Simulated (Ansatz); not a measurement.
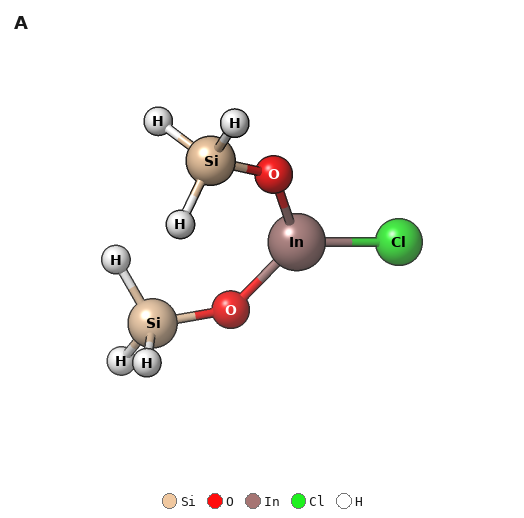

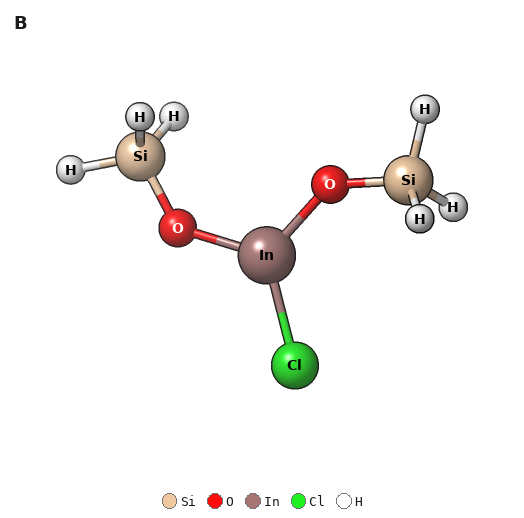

2 stationary structures of one formula. Geometries: PBE0-D4/def2-TZVP. Electronic energies: CCSD(T)/CBS (MP2 limit from def2-TZVPP and def2-QZVPP plus CCSD(T) − MP2) (Ansatz 0.2.0), without zero-point energy. No frequency run is at hand to confirm each as a minimum.

Are they conformers, stereoisomers or constitutional isomers?

They are conformers of ClH6InO2Si2: `[SiH3][O][In]([Cl])[O][SiH3]`.

Which structure is the most stable?

A is lowest; B lies 0.004 eV above it.
